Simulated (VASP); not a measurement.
Band structure of Hf$_{2}$Ti$_{2}$N$_{4}$ (ordered alloy cell). All values below come from PBEsol GGA, VASP's PBE PAW potentials (set 64) (plane waves; VASP).

Unless said otherwise, spin-orbit coupling is left out, though it shifts the bands of the heavy elements here.

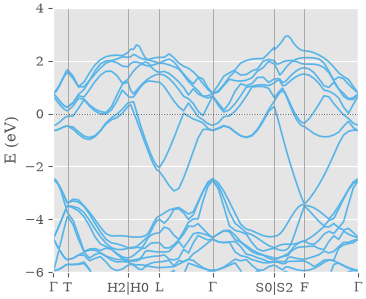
Fig. 1. Bands along high-symmetry lines, zero at the valence-band maximum or, without a gap, the Fermi level

Question: Read the plot: is there a gap, and where are the band edges?

Answer: It has no gap at this level: it comes out as a metal or semimetal. (Edges off the drawn lines would not show.)

The structure was generated: Hf2Ti2N4 was put into an ordered model structure (R-3m), which need not be its known phase. It was relaxed first.
